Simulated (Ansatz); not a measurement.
**Cl2FH3NOTa···H2: density, localisation and related maps**

The calculation's input:

```
crystal:
  periodic: [false, false, false]
  atoms:
    - { symbol: Ta, position_ang: [0.015375, 0.052009, -0.018809] }
    - { symbol: O, position_ang: [1.948502, 0.201029, 0.352573] }
    - { symbol: H, position_ang: [2.435459, 0.0674, 1.184795] }
    - { symbol: Cl, position_ang: [-0.377343, 0.266286, 2.311456] }
    - { symbol: Cl, position_ang: [0.337038, -0.516142, -2.270688] }
    - { symbol: F, position_ang: [-0.890605, 1.648647, -0.425414] }
    - { symbol: "N", position_ang: [-1.172319, -1.52714, 0.132833] }
    - { symbol: H, position_ang: [-1.528595, -1.903346, 1.015676] }
    - { symbol: H, position_ang: [-1.470412, -2.094077, -0.668132] }
    - { symbol: H, position_ang: [1.440433, -2.530533, 0.562184] }
    - { symbol: H, position_ang: [1.938167, -2.015032, 0.477427] }
basis:
  gaussian: { orbitals: def2-SVP }
hamiltonian:
  xc: pbe
  dispersion: d4
relax:
  f_tol: 0.03
  max_steps: 50
output:
  orbitals: {}
```

Command:

```sh
ansatz run input.yaml --threads 4 --pin off --max-ram 5120MiB --backend cpu --events-out ev --progress --plain --runs-dir out
```

The fields are those of the run's last geometry, not of the input's.

Core potentials replace the inner electrons of Ta.

These are results of RKS PBE-D4/def2-SVP in Ansatz 0.2.0, not measurements.

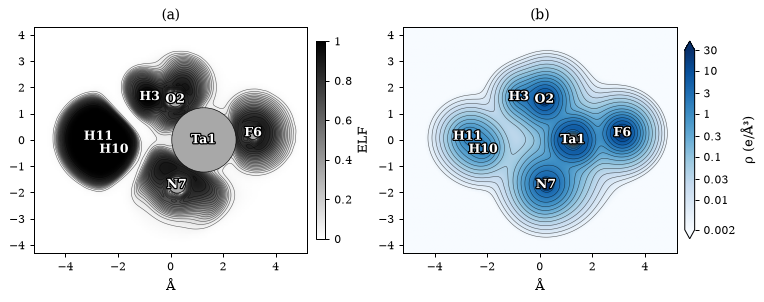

Figure 1. (a) ELF; (b) electron density on the plane of atoms O2, Ta1 and N7. Grey discs cover the atomic cores in the ELF map.

### What does the map show?

- The section cuts through Ta, O, H, F and N sites.
- Ta1···H10 (3.43 Å): the density falls to about 0.04 e/Å³ on the way; the ELF dips to about 0 between them (a weak contact between the two molecules).
- Ta–O (1.89 Å): the density is about 1.1 e/Å³ at the midpoint; the ELF peaks at about 0.85 in the valence shell of O, 0.6 Å from its nucleus, and drops to about 0.25 between the two atoms.
- Ta–F (1.90 Å): ρ at the midpoint is about 0.96 e/Å³; the ELF peaks at about 0.85 in the valence shell of F, 0.5 Å from its nucleus, and drops to about 0.20 between the two atoms.
- Ta–N (1.99 Å): ρ at the midpoint is about 0.98 e/Å³; the ELF peaks at about 0.90 in the valence shell of N, 0.6 Å from its nucleus, and drops to about 0.30 between the two atoms.
- H–H (0.77 Å): ρ is about 1.6 e/Å³ halfway; the ELF peaks at about 1 between the atoms.

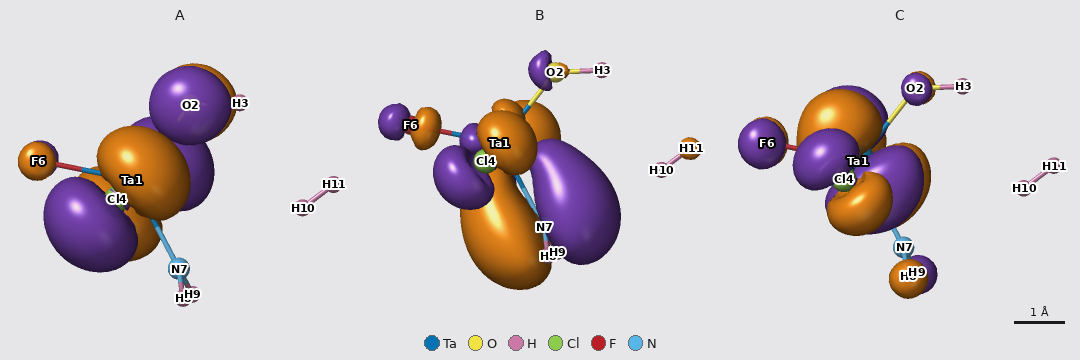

Figure 2. Three frontier orbitals at ±0.1 Å⁻³ᐟ² (orange and purple are the two phases), in no order.

### Order the three orbitals by energy and name them.

A is the HOMO−1 (−7.60 eV). By Hirshfeld shares it lies mainly on Cl4 (about 35 %), Cl5 (about 35 %) and O2 (about 20 %); largely a combination of lone pairs on Cl4, Cl5 and O2. B is the HOMO (−6.99 eV). It lies mainly on N7 (about 55 %), Ta1 (about 10 %), Cl4 (about 10 %) and Cl5 (about 10 %). C is the LUMO (−3.62 eV). It lies mainly on Ta1 (about 65 %), Cl4 (about 10 %) and Cl5 (about 10 %).

### What is the HOMO–LUMO gap?

3.37 eV between the orbital energies.

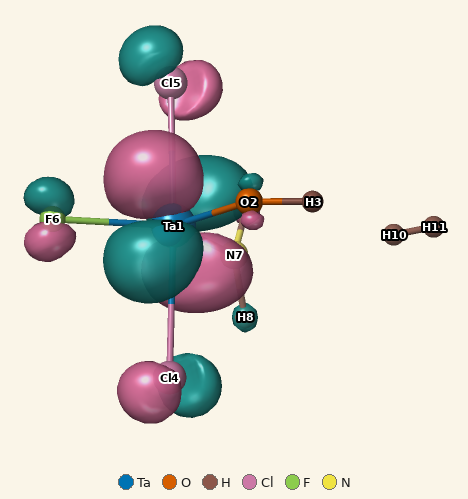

Figure 3. The LUMO at ±0.15 Å⁻³ᐟ² (teal and pink are the two phases), seen from one side.

### Describe this orbital and give its energy.

It lies mainly on Ta1 (about 65 %), Cl4 (about 10 %) and Cl5 (about 10 %). Its energy is −3.62 eV.
